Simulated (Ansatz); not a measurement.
# BSi (quartet): from Hartree-Fock to the top rungs, cc-pVTZ

Aim: climb from Hartree-Fock through coupled cluster and multireference methods for BSi (quartet) at one geometry and basis, and see what each rung misses.

Program: Ansatz 0.2.0, Gaussian basis. Level of theory: cc-pVTZ, core rule «outside noble gas», up to 6 orbitals frozen. These are calculated values, not measurements.

The runs, in order: UHF; CCSD(T) on ROHF; CCSD(T) on UHF; BCCD(T) on ROHF; CISD; CCSDT(Q) on ROHF; CCSDT(Q) on UHF; CASSCF and MRCISD+Q, 7 electrons in 8 orbitals; CASSCF and NEVPT2, 7 electrons in 8 orbitals.

16 further runs of the same task are left out: 7 that didn't finish, 9 set aside as unsound or not needed.

## 1. What is computed

The geometry is a PBE0/def2-TZVP stationary point (not a proven minimum) of the parent state, kept for this charge and spin.

2 atoms, charge 0, spin multiplicity 4.

Atoms are counted from 1 here; the program's logs count them from 0.

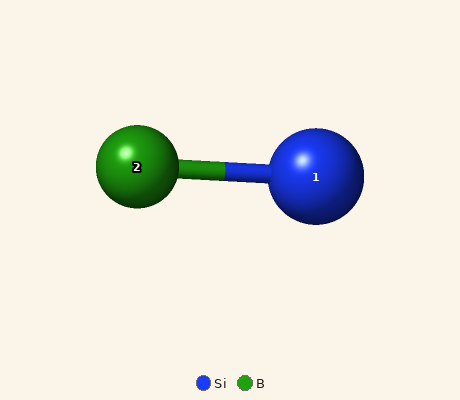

The structure; silicon blue, boron green; atoms are numbered from 1 in the order of the file.

## 2. UHF

Input file in.yaml:

```yaml
crystal:
  periodic: [false, false, false]
  atoms:
    - {symbol: Si, position_ang: [0.000000, 0.000000, 0.000000]}
    - {symbol: B, position_ang: [0.000000, 0.000000, 1.919159]}
basis:
  gaussian: {orbitals: cc-pVTZ}
magnetization: {spin_polarized: true, initial_magnetization: 3}
hamiltonian: {xc: hf}
output: {orbitals: {seedname: orbitals}}
```

Started as:

```sh
ansatz run in.yaml --threads 1 --pin off --events-out ev --progress --plain --max-ram 2393MiB
```

After this run come: CCSD(T) on ROHF; CCSD(T) on UHF; BCCD(T) on ROHF; CISD; CCSDT(Q) on ROHF; CCSDT(Q) on UHF; CASSCF and MRCISD+Q, 7 electrons in 8 orbitals; CASSCF and NEVPT2, 7 electrons in 8 orbitals.

Before running them: what should the planned runs give, taken together? Wanted: UCCSDT(Q) below the RHF energy; RMP2 from UCCSDT(Q); UMP2 from UCCSDT(Q); RCCSD from UCCSDT(Q); RCCSD(T) from UCCSDT(Q); UCCSD(T) from UCCSDT(Q); RCCSDT(Q) from UCCSDT(Q); NEVPT2 valence from UCCSDT(Q); MRCISD+Q valence from UCCSDT(Q).

**Answer**, as computed:

```
                         quantity                                        value
   UCCSDT(Q) below the RHF energy                                   -4.7906 eV
              RMP2 from UCCSDT(Q)                                  +1113.2 meV
              UMP2 from UCCSDT(Q)                                  +1131.2 meV
             RCCSD from UCCSDT(Q)                                   +362.1 meV
          RCCSD(T) from UCCSDT(Q)                                    +79.4 meV
          UCCSD(T) from UCCSDT(Q)                                    +78.7 meV
         RCCSDT(Q) from UCCSDT(Q)                                     +2.5 meV
    NEVPT2 valence from UCCSDT(Q)                                   +693.9 meV
  MRCISD+Q valence from UCCSDT(Q)                                    +15.2 meV
levels within 1 kcal/mol (43 meV)  RCCSDT, UCCSDT, RCCSDT(Q), MRCISD+Q valence
                    T1 diagnostic                                        0.043
   effectively unpaired electrons                                         3.06
```

**Reading.** RCCSD(T) misses by +79.4 meV, 1.7 % of the correlation energy. The occupations are near whole numbers, but T1 = 0.043 shows that the orbitals relax strongly. Of the multireference levels listed MRCISD+Q valence comes nearest in total energy (+15.2 meV), which doesn't show that its space is the better one. These misses are within one basis, not against nature; the frozen cores of restricted and unrestricted runs differ, which can shift their rows.
